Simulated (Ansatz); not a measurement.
NiSb (P6_3/mmc): Drude plasma energy along x against volume

The cell of NiSb (P6_3/mmc) is scaled evenly and the response computed anew at each volume, on one mesh. The atoms keep their fractional positions. x, y and z are the Cartesian axes of the input cell.

The structure is hexagonal, space group P6_3/mmc (No. 194). The conventional cell has a = 3.928 Å, b = 3.928 Å, c = 5.120 Å, α = 90.00°, β = 90.00°, γ = 120.00°. Sb on site c has 6 Ni at 2.60 Å as nearest neighbours. Ni on site a is surrounded by 2 Ni at 2.56 Å and 6 Sb at 2.60 Å.

Method: Ansatz 0.2.0, LDA, independent particles, k-mesh 12×12×8 with interpolation inside its cells, Gaussian parameter 0.1 eV.

Launch of the response step: `ansatz run input.yaml --threads 4 --pin off --max-ram 8192MiB --backend cpu --events-out ev --progress --plain --runs-dir out`. The series took 28.2 min in all, on 4 threads of Intel(R) Xeon(R) Processor @ 2.50GHz (Skylake/Cascade Lake), with other jobs on the host.

| V/V₀ | V (Å³, primitive cell) | Drude plasma energy along x (eV) |
| --- | --- | --- |
| 0.94 | 64.31 | ? |
| 0.96 | 65.68 | 6.707 |
| 0.98 | 67.05 | 6.612 |
| 1.00 | 68.41 | 6.523 |
| 1.02 | 69.78 | 6.438 |
| 1.04 | 71.15 | 6.357 |
| 1.06 | 72.52 | 6.281 |

For small changes the quantity should be close to linear in ln V.

Working, on the rows shown:

| x = ln(V/V₀) | y = Drude plasma energy along x |
| --- | --- |
| -0.040822 | 6.707 |
| -0.0202027 | 6.612 |
| 0 | 6.523 |
| 0.0198026 | 6.438 |
| 0.0392207 | 6.357 |
| 0.0582689 | 6.281 |

Means: x̄ = 0.0093779, ȳ = 6.4863. Σ(x − x̄)(y − ȳ) = -0.02954, Σ(x − x̄)² = 0.006873. Slope = -0.02954 / 0.006873 = -4.298; intercept = ȳ − slope · x̄ = 6.5266. The line misses the rows shown by at most 0.0049 eV.

Task: Predict the last column of the withheld row from the fit.

Result: At x = -0.061875 the line gives y = 6.7926 eV. The run gave 6.806 eV, so the extrapolation is off by 0.013 eV, 3 % of the range in the table.

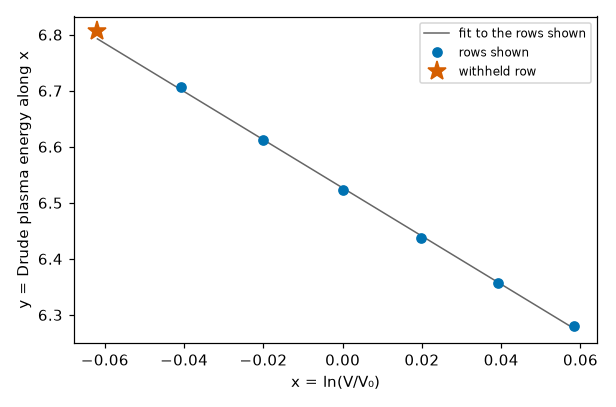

Between the rows on either side of x = 0 the slope is (6.438 − 6.612) / (0.019803 − (-0.020203)) = -4.349. So d ln ωp/d ln V = -0.67; free electrons would give −0.50. The cell comes from an older database entry, whose edges can be off by a per cent or so. The values come from a sum over the points of one k-mesh and carry its error, which is largest for Fermi-surface quantities. Spin-orbit coupling is left out.
